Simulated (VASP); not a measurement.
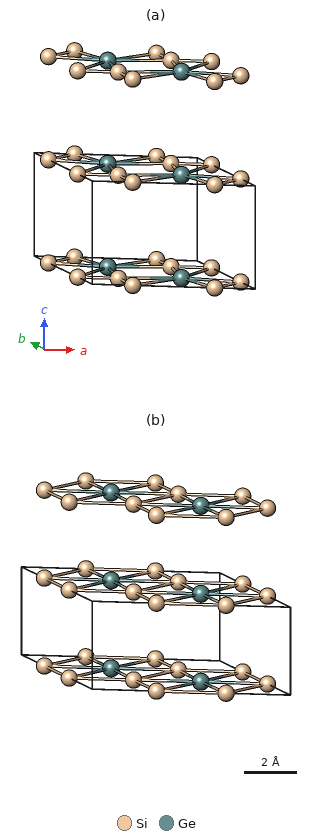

The structure of crystalline Si₃Ge (a generated structure, set up in P6/mmm) before (top) and after (bottom) a relaxation, at one scale.

A ball-and-stick model of the cell of the calculation, repeated 1 × 1 × 2 with one cell outlined, seen slightly off an axis.

The run lets cell and atoms move.

Theory: Kohn-Sham DFT of a periodic cell, PBE, VASP PAW PBE potentials, recommended in VASP 6.6.1.

The input:
```
SYSTEM = Si3Ge
PREC     = Normal         ! precision mode
ENCUT    = 520            ! plane-wave cutoff, eV
EDIFF    = 1E-4           ! SCF threshold, eV
ISMEAR   = 0              ! smearing method
SIGMA    = 0.15           ! smearing width, eV
LREAL    = .False.        ! projectors in reciprocal space
LASPH    = .True.         ! aspherical terms in the spheres
NELM     = 60             ! most SCF steps
ALGO     = Fast           ! electronic algorithm
ISIF     = 3              ! what is computed and relaxed
LWAVE    = .False.        ! write WAVECAR
LCHARG   = .False.        ! write CHGCAR
GGA      = PE             ! functional
IBRION   = 2              ! ionic algorithm
NSW      = 24             ! ionic steps
EDIFFG   = -0.08          ! ionic threshold
```

Command:
```bash
cat potpaw_PBE.64/Si/POTCAR potpaw_PBE.64/Ge_d/POTCAR > POTCAR
mpirun -np 1 vasp_std > vasp.out
```

**Summarise the run.**

The relaxation stopped without meeting its thresholds, so the last structure isn't shown to be converged. The largest moves relative to the cell, 0.60 Å, are those of Si atoms. Ge stays in place. Cell: a = b 6.464 → 7.860 Å (+21.6 %), c 4.104 → 3.497 Å (−14.8 %). Volume +26.0 %. Among the contacts that change: Si–Si 2.784 → 4.420 Å, Si–Si 1.607 → 2.552 Å, Si–Si 3.249 → 2.757 Å, Ge–Si 2.474 → 2.655 Å. Bond angles that change, for instance: Ge–Si–Ge 97.9° → 117.4°, Si–Ge–Si 157.9° → 177.4°, Si–Ge–Si 82.1° → 62.6°. The space group stays P6/mmm (No. 191). The energy falls by 5176 meV per atom in 23 geometry steps. Largest force component: 29 eV/Å at the start, 0.01 eV/Å at the end. The pressure goes from 113.01 to −5.64 GPa. At step 2 the optimiser overshot: the energy rose above the start, and later steps came back. The volume changes by over a tenth within one run on a fixed set of plane waves, so the end point should be relaxed again from the new cell. It ran on 1 thread of Intel(R) Xeon(R) Platinum 8488C (Sapphire Rapids), on a shared host.
